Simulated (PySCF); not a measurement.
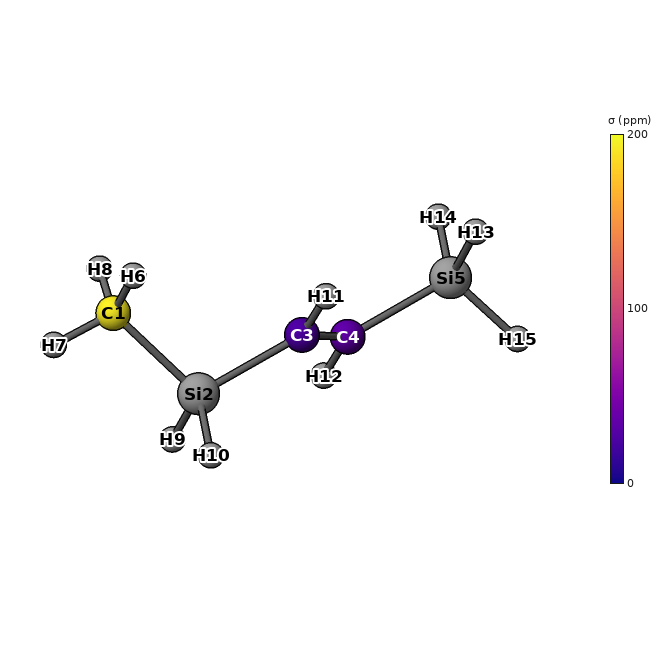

Atoms are coloured by their isotropic NMR shieldings (C only, the others grey). Computed geometry: GFN2-xTB optimisation. No frequency run is at hand to confirm it as a minimum. Properties computed with GIAO PBE0/pcSseg-1 NMR shielding, non-relativistic, gas phase (PySCF 2.14.0).

List the isotropic NMR shieldings of the C atoms.

| atom | σ (ppm) |
| --- | --- |
| C1 | 192.6 |
| C3 | 26.4 |
| C4 | 34.6 |

The geometry is semi-empirical. Around Si such bond lengths and angles can be off by a tenth of an ångström or more and by several degrees, and values that hang on the shape move with them.
